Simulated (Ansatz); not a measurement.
Consider C2H6S2W.

Input

```
basis:
  gaussian: {orbitals: def2-SVPD}
crystal:
  periodic: [false, false, false]
  atoms:
    - {symbol: C, position_ang: [-0.348129, 1.729538, -0.235466]}
    - {symbol: C, position_ang: [-0.334395, -1.731790, -0.238897]}
    - {symbol: S, position_ang: [0.595480, 0.000145, 2.572067]}
    - {symbol: S, position_ang: [2.618254, 0.010440, -0.338201]}
    - {symbol: W, position_ang: [0.622802, 0.002035, 0.432951]}
    - {symbol: H, position_ang: [0.135701, 2.658577, 0.108931]}
    - {symbol: H, position_ang: [-1.387301, 1.718408, 0.143090]}
    - {symbol: H, position_ang: [-0.350167, 1.728311, -1.341430]}
    - {symbol: H, position_ang: [-0.342505, -1.723446, -1.344879]}
    - {symbol: H, position_ang: [-1.371471, -1.734595, 0.145306]}
    - {symbol: H, position_ang: [0.161740, -2.657624, 0.096508]}
hamiltonian: {xc: pbe0}
output: {forces: true, orbitals: {seedname: orbitals}}
```

Command:

```sh
ansatz run input.yaml --threads 2 --pin off --max-ram 4350MiB --events-out events.jsonl --progress --plain --runs-dir runs
```

Geometry: r2SCAN-D4/def2-SVP; core potentials replace the inner electrons of W.

Level of theory: Ansatz, isolated molecule in a Gaussian basis; Kohn-Sham density functional theory, functional PBE0.

### What will maps of the electron density and electron localisation function show?

C–W (2.09 Å): ρ is about 0.96 e/Å³ halfway; the ELF peaks at about 0.90 in the valence shell of C, 0.7 Å from its nucleus, and is about 0.55 at the midpoint.
C–H (1.10 Å): the density is about 1.8 e/Å³ at the midpoint; the ELF climbs to about 1 towards the hydrogen, as it does in any bond to H; a covalent bond by its length.

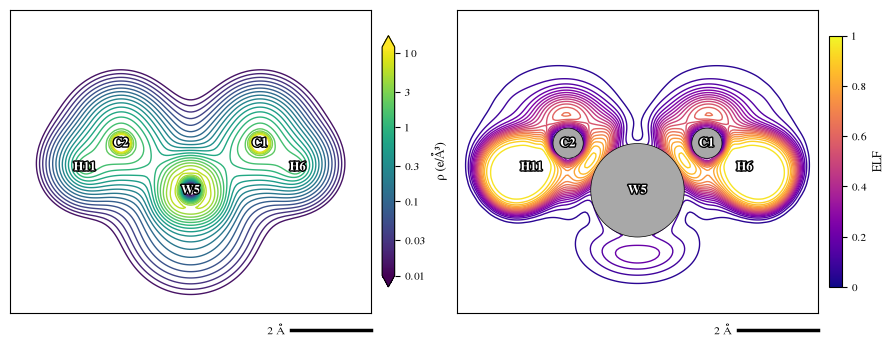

Computed electron density and electron localisation function on the plane of atoms W5, C1 and H6, in this order. Grey discs cover the atomic cores in the ELF map. 
